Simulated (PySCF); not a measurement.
C$_{4}$H$_{7}$F, SMILES `CC(C)=CF`.

Level of theory: TPSS/def2-SVPD (PySCF), at a geometry from GFN2-xTB. No frequency check shows the geometry to be a minimum.

The calculation's input:

```python
import numpy as np
from pyscf import gto, scf, dft
from pyscf.scf import atom_ks, atom_hf
from scipy.linalg import block_diag

def solve(mol, dm0=None, hcore=None):
    mf = (dft.UKS if mol.spin else dft.RKS)(mol, xc='tpss')
    mf.grids.level = 3
    mf = mf.density_fit(auxbasis='def2-universal-jkfit')
    mf.conv_tol, mf.max_cycle = 1e-8, 80
    if hcore is not None:
        mf.get_hcore = lambda *args: hcore
    mf.kernel(dm0)
    if not mf.converged:
        mf = mf.newton().run(mf.mo_coeff, mf.mo_occ, max_cycle=30)
    assert mf.converged, 'SCF not converged'
    return mf

mol = gto.M(atom='''
C     -0.45275    -1.46402    -0.00060
C     -0.39347     0.03199    -0.00057
C     -1.70517     0.75263    -0.00099
C      0.74583     0.70391    -0.00011
F      1.95029     0.09156     0.00042
H     -0.99086    -1.81674    -0.87799
H     -0.98712    -1.81650     0.88250
H      0.54509    -1.89312    -0.00270
H     -1.56473     1.82989    -0.00082
H     -2.28221     0.47343     0.88401
H     -2.28594     0.47319    -0.87463
H      0.84651     1.77874    -0.00047
''', basis='def2-svpd', charge=0, spin=0, verbose=4)
mf = solve(mol)
out = dict(e0=mf.e_tot, dm0=mf.make_rdm1(), c=mf.mo_coeff, occ=mf.mo_occ, eps=mf.mo_energy)
for name, dq, spin in [('cation', 1, 1), ('anion', -1, 1)]:
    ion = mol.copy().set(charge=mol.charge + dq, spin=spin).build()
    mi = solve(ion)
    if spin and dq > 0 and mol.nao < 130:
        c, _, stable, _ = mi.stability(return_status=True)
        if not stable:
            mi = solve(ion, mi.make_rdm1(c, mi.mo_occ))
    print(name, 'vertical energy change / eV', (mi.e_tot - mf.e_tot) * 27.211386)
    out.update({'e_' + name: mi.e_tot, 'dm_' + name: mi.make_rdm1(), 's2_' + name: mi.spin_square()[0], 'eps_' + name: mi.mo_energy, 'occ_' + name: mi.mo_occ})
# spherically averaged free atoms, for the promolecule
atm = atom_ks.get_atm_nrks(mol, xc='tpss')
pro = block_diag(*[(atm[a[0]][2] * atm[a[0]][3]) @ atm[a[0]][2].T for a in mol._atom])
np.savez('result.npz', pro=pro, **out)
```

Launched as:

```sh
OMP_NUM_THREADS=1 python input.py
```

The run took 3.1 min on 1 thread of Intel(R) Xeon(R) Platinum 8259CL CPU @ 2.50GHz (Skylake/Cascade Lake) (shared host), peak memory 0.8 GiB.

Partitions, critical points and surface values were worked out afterwards from this run's density.

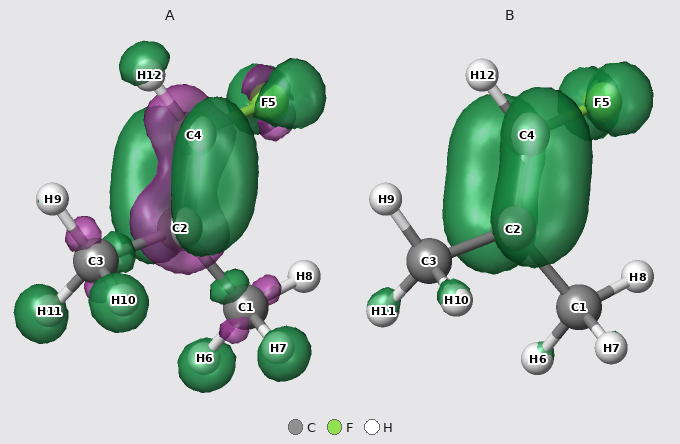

The Fukui function f⁻ from two separate SCF calculations and the density of the HOMO, at ±0.04 e/Å³ (green positive, purple negative).

Which panel is which, and how good is the frozen-orbital picture?

Answer. A is f⁻ (it has negative regions), B the HOMO density. The HOMO lies on C4 (33 %), C2 (31 %) and F5 (15 %); f⁻ (Hirshfeld-condensed) is largest on C4 (0.20), C2 (0.17) and F5 (0.15); the vertical ionisation energy is 9.05 eV (the stability of the cation's solution wasn't checked). Relaxation shifts 27 % of the electron between atoms. The orbital energy is −5.82 eV.
